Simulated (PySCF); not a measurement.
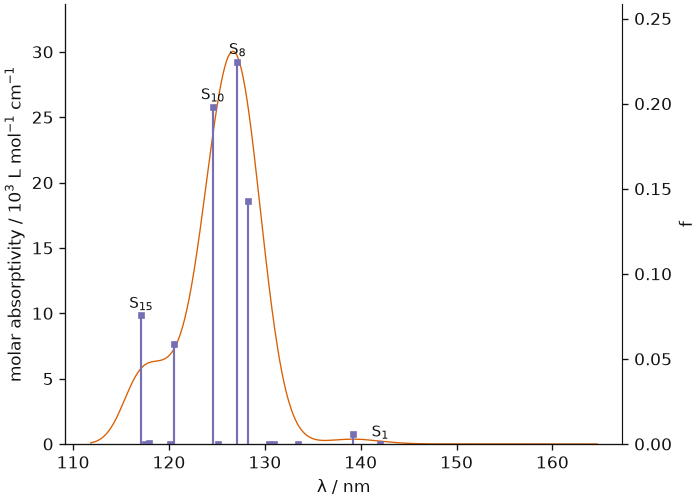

Vertical TDDFT excitations, CAM-B3LYP/def2-SVPD, PySCF 2.14.0, at a PBE0-D3(BJ)/def2-SVP geometry (no frequency check), gas phase. Only the first 15 singlet excitations are included; each is broadened by a Gaussian of 1/e half-width 0.25 eV. Sticks give oscillator strengths (right axis). States within 0.01 eV of each other are merged, with their strengths summed. The highest state may be half of a pair whose partner wasn't computed.

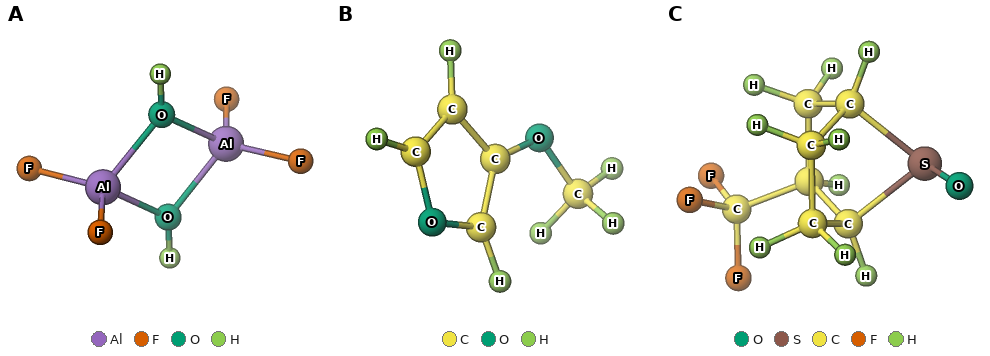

Which molecule gives this spectrum? The candidates are drawn in the second picture.

Answer. Structure A, Al₂H₂O₂F₄, singlet. Its lowest singlet lies at 8.73 eV (f = 0.000) and the brightest of those computed is S8 at 9.75 eV (127 nm), f = 0.225, mainly HOMO−5 → LUMO (83 %).

Caveats: core orbitals are frozen in the response.
